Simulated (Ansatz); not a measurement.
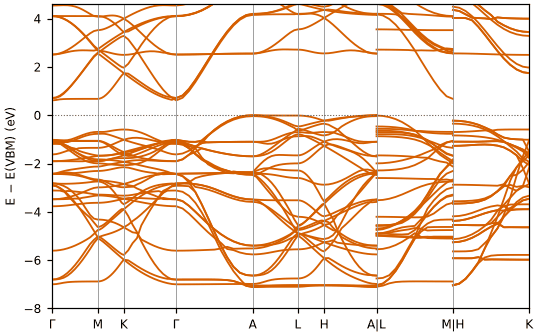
Fig. 1. Band structure from PBEsol (plane waves, PAW; program Ansatz)

Q: Read off the gap and where the band edges lie.

A: About 0.6 eV (0.61 eV by a search for the band edges); maximum at A, minimum at Γ.

The material is WO$_{3}$ in space group P6/mmm (No. 191; W on 3f, O on 6l, O on 3g).

The workflow started from a Materials Project entry (that database holds measured and hypothetical structures alike); the Crystallography Open Database files this formula in space group No. 191, but the cells were not matched. Whether it is the stable phase at ambient conditions was not checked. The PBEsol relaxation kept the symmetry of its start; its stability against distortions is not shown here. No spin polarisation was allowed. No Hubbard U is applied. Scalar-relativistic: spin–orbit coupling is off unless named, which matters more the heavier the elements.

Potentials: the later of the program's two PAW sets.
